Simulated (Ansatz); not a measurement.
# [GeH5]− (SMILES [H][Ge-]([H])([H])([H])[H]): wB97X/STO-3G

What is the vertical ionisation energy of [GeH5]− at wB97X/STO-3G? 

The results are computed with Ansatz 0.2.0.

## 1. The molecule

The species is [GeH5]− (6 atoms), meant as a singlet with charge -1. As SMILES, `[H][Ge-]([H])([H])([H])[H]`. Geometry: a GFN2-xTB relaxation, a rough one for these elements and not checked as a minimum.

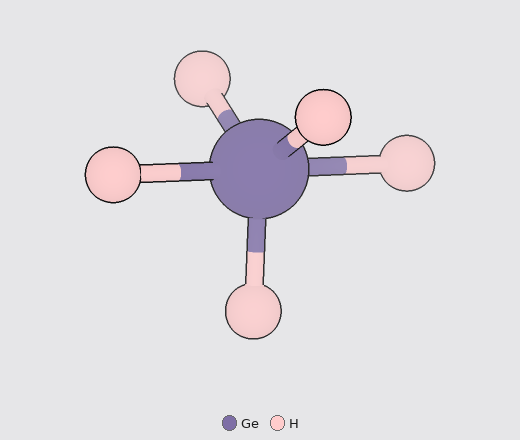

The structure, seen from a chosen angle (germanium purple, hydrogen pink).

## 2. The energy at wB97X/STO-3G

run.yaml

```yaml
crystal:
  periodic: [false, false, false]
  atoms:
    - {symbol: Ge, position_ang: [0.000170, -0.001050, 0.006590]}
    - {symbol: H, position_ang: [-0.023480, -0.005740, 1.768690]}
    - {symbol: H, position_ang: [0.022000, 0.009450, -1.774870]}
    - {symbol: H, position_ang: [1.514900, 0.010990, 0.015670]}
    - {symbol: H, position_ang: [-0.767040, 1.304120, 0.000050]}
    - {symbol: H, position_ang: [-0.746540, -1.317780, -0.016130]}
basis:
  gaussian:
    orbitals: STO-3G
accuracy: high
total_charge: -1
hamiltonian:
  xc: {name: wB97X}
```

Run with:

```console
$ ansatz run run.yaml --threads 1 --pin off --max-ram 2610MiB --events-out events.jsonl --progress --plain --runs-dir runs
```

What it wrote:

```text
Warning: RAYON_NUM_THREADS=1 ignored (pool sized by the plan → 1); use --threads N
Functional definition: wB97X
  name "wB97X"
  parameter omega = 0.3/bohr
  parameter cx = 0.157706
  parameter cx1 = 0.726479
  parameter cx2 = 1.04760
  parameter cx3 = -5.70635
  parameter cx4 = 13.2794
  parameter css1 = -4.33879
  parameter css2 = 18.2308
  parameter css3 = -31.7430
  parameter css4 = 17.2901
  parameter cos1 = 2.37031
  parameter cos2 = -11.3995
  parameter cos3 = 6.58405
  parameter cos4 = -3.78132
  exchange = spin_sum(e_x_unif_sr(omega)*poly(b97_u_x, 1 - cx, cx1, cx2, cx3, cx4)) + cx*exact_x_sr(omega)
      + exact_x_lr(omega)
  correlation = spin_sum(e_c_pw_same_spin*poly(b97_u_same, 1, css1, css2, css3, css4))
      + integral(e_c_pw_opposite_spin*poly(b97_u_opposite, 1, cos1, cos2, cos3, cos4))
313 factors; integrals over basis functions are off by at most 1.4e-8 eV
121 factors; integrals over basis functions are off by at most 8.8e-10 eV
mean field evaluation 1: about -55941.5914 eV, gradient 1.4e1 eV
mean field evaluation 2: about -55942.5019 eV, gradient 3.1e0 eV
mean field evaluation 4: about -55942.5405 eV, gradient 1.0e-1 eV
mean field evaluation 8: about -55942.5103 eV, gradient 2.4e-3 eV
mean field evaluation 16: about -55942.5103 eV, gradient 3.3e-8 eV
mean field -55942.51026778 eV, -2055.8493331457 hartree, gradient 3.3e-8 eV, S^2 0.000000; 0 other end points of the search recorded, 0 dependent functions left out
reference -55942.51026604 eV, -2055.8493330815 hartree; 19, 19 occupied and 4, 4 virtual orbitals, 313 factors
Total energy: -55942.51026604 eV, -2055.8493330815 hartree
```

Wall time 4.8 s (1 thread of Arm Neoverse V2, shared host); peak memory 0.23 GiB.

## 3. Doublet neutral GeH5 at the same level

job.yaml

```yaml
crystal:
  periodic: [false, false, false]
  atoms:
    - {symbol: Ge, position_ang: [0.000170, -0.001050, 0.006590]}
    - {symbol: H, position_ang: [-0.023480, -0.005740, 1.768690]}
    - {symbol: H, position_ang: [0.022000, 0.009450, -1.774870]}
    - {symbol: H, position_ang: [1.514900, 0.010990, 0.015670]}
    - {symbol: H, position_ang: [-0.767040, 1.304120, 0.000050]}
    - {symbol: H, position_ang: [-0.746540, -1.317780, -0.016130]}
basis:
  gaussian: {orbitals: STO-3G}
magnetization: {spin_polarized: true, initial_magnetization: 1}
hamiltonian: {xc: {name: wB97X}}
accuracy: high
```

Run with:

```console
$ ansatz run job.yaml --threads 1 --pin off --max-ram 2610MiB --events-out events.jsonl --progress --plain --runs-dir runs
```

What it wrote (excerpt; [...] marks lines left out):

```text
Warning: RAYON_NUM_THREADS=1 ignored (pool sized by the plan → 1); use --threads N
[... 2 set-up lines as earlier in the session ...]
[...]
      + exact_x_lr(omega)
[...]
      + integral(e_c_pw_opposite_spin*poly(b97_u_opposite, 1, cos1, cos2, cos3, cos4))
313 factors; integrals over basis functions are off by at most 1.4e-8 eV
121 factors; integrals over basis functions are off by at most 8.8e-10 eV
[...]
mean field -55945.39261635 eV, -2055.9552575017 hartree, gradient 3.4e-8 eV, S^2 0.771985; 0 other end points of the search recorded, 0 dependent functions left out
reference -55945.39261478 eV, -2055.9552574439 hartree; 19, 18 occupied and 4, 5 virtual orbitals, 313 factors
Total energy: -55945.39261478 eV, -2055.9552574439 hartree
```

It took 8.1 s on 1 thread of Arm Neoverse V2, shared host; peak memory 0.39 GiB.

## 4. Outcome

At wB97X/STO-3G:

| quantity | value |
| --- | --- |
| singlet [GeH5]−: total energy | -2055.84933 Eh |
| doublet neutral GeH5: total energy | -2055.95526 Eh |
| doublet neutral GeH5: ⟨S²⟩ | 0.772 |
| vertical detachment energy (to the doublet neutral) | -2.882 eV |

The species is unbound against losing an electron at this level, by 2.88 eV (−66 kcal/mol); missing correlation or diffuse functions can give that sign where the real anion is bound. In a minimal basis such a difference can be off by several eV, whatever the method.
